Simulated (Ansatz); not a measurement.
Results of r²SCAN (plane waves, PAW; Ansatz, a quantum-chemistry and plane-wave program) for stishovite (SiO2).

Settings: plane-wave cutoff 560 eV, 8×8×12 k mesh (along the axes of the cell as run), Fermi–Dirac smearing 0.01 eV, scalar-relativistic PAW data made under PBE.

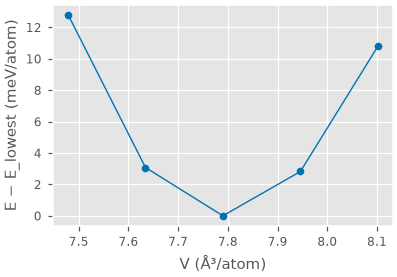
Fig. 1. Total energy against volume

### Question
From the curve, estimate the equilibrium volume and the bulk modulus.

### Answer
V0 ≈ 7.8 Å³/atom and B0 ≈ 300 GPa; the fit gives V0 = 7.790 Å³/atom, B0 = 302 GPa, B′ = 5.4.

Shape and atoms are relaxed at each volume.

Measured, for comparison: bulk modulus 310 ± 1 GPa (300 K, not corrected to a static lattice; as tabulated in arXiv:1001.2066); equilibrium volume per atom 7.76 Å³/atom (300 K, copied from a table, unchecked, not corrected to a static lattice; as tabulated in BurnMan's mineral tables). Computed less measured: bulk modulus -2.6 %, equilibrium volume per atom not scored (unchecked).

The computed numbers hold no vibrational or temperature effects.

It cost roughly 6 core-minutes of CPU time.
